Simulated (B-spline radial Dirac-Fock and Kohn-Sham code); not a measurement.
# Tl⁷⁺: two attempts at the core levels

Aim: the K, L3 and M5 binding energies of Tl⁷⁺ by ΔSCF.

Program: B-spline radial Dirac-Fock and Kohn-Sham code, version 5. Model: Delta-SCF core binding energies without Breit or QED terms under the stated settings. All values are calculated, but those marked as tabulated.

## Step 1: The system

Thallium as Tl⁷⁺ in the configuration 1s2 2s2 2p6 3s2 3p6 3d10 4s2 4p6 4d10 4f14 5s2 5p6 5d6.

| Item | Value |
| --- | --- |
| nuclear charge | 81 |
| electrons | 74 |
| mass number | 205 |
| nuclear rms radius | 5.4759 fm |

## Step 2: First try

Settings in task.json:

```ini
rel = dirac
method = hf
nuc = fermi
radius_factor = 1000.0
rmax = 45.0
h = 0.3
order = 8
points = 10
c_factor = 1.0
maxit = 94
damp = 0.5
ndamp = 3
tol = 1e-08
```

Keys: rel is the Hamiltonian, nuc the nuclear model, radius_factor scales its radius, rmax is the box in bohr, h the logarithmic mesh step, order the B-spline order, points the quadrature points a cell, c_factor scales the speed of light; damp, ndamp, maxit and tol steer the iteration.

Launch:

```console
> python xray2_run.py task.json out
```

Main fields of the result record, rounded:

```text
status: converged
total_energy [Ha]: -9946.5959185
virial_ratio: 2.66112
iterations: [10, 10, 10, 10]
converged: [true, true, true, true]
highest_orbital_energy [eV]: -102.7522
holes: ["K", "L3", "M5"]
binding [eV]: [10297.94, 6065.628, 2553.821]
scf_energy [Ha]: [-9766.438843, -9886.461606, -9943.438906, -9946.464685, -9946.55296, -9946.59579, -9946.595917, -9946.595918, -9946.595918, -9946.595918]
scf_error: [11.0, 3.2, 0.68, 0.14, 0.082, 0.0057, 0.00038, 6.6e-05, 4.6e-06, 2e-07]
cells: 36
```

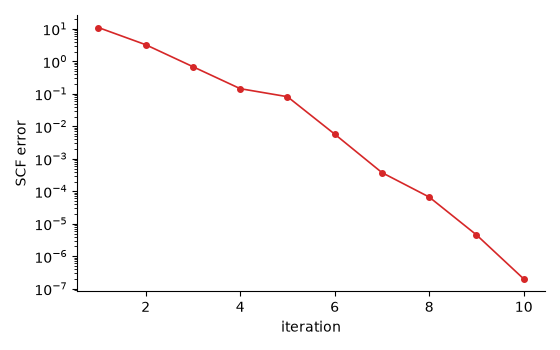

SCF error of the ground state by iteration.

## Step 3: What went wrong

The run converged, but to the answer of an unsound model or basis. The fault: radius_factor inflates the nucleus, as a slip of units would.

Remedy: set radius_factor = 1.0.

## Step 4: Second try

Changed: radius_factor = 1.0, maxit = 60.

Main fields of the result record, rounded:

```text
status: converged
total_energy [Ha]: -20261.992006
virial_ratio: 1.863989
iterations: [10, 9, 9, 10]
converged: [true, true, true, true]
highest_orbital_energy [eV]: -117.263
holes: ["K", "L3", "M5"]
binding [eV]: [86116.84, 12811.87, 2509.774]
cells: 59
```

## Step 5: Outcome

```
  quantity                                                         value
 first try                                                     converged
     fault  radius_factor inflates the nucleus, as a slip of units would
      cure                                           radius_factor = 1.0
mended run                     converged (ground state in 10 iterations)
 K binding                                86116.8 eV (first try 10297.9)
L3 binding                                 12811.9 eV (first try 6065.6)
M5 binding                                  2509.8 eV (first try 2553.8)
```

The first try was off by -75818.90 eV for K, -6746.24 eV for L3 and +44.05 eV for M5. It gave no warning. The mended values lack Breit and QED terms.
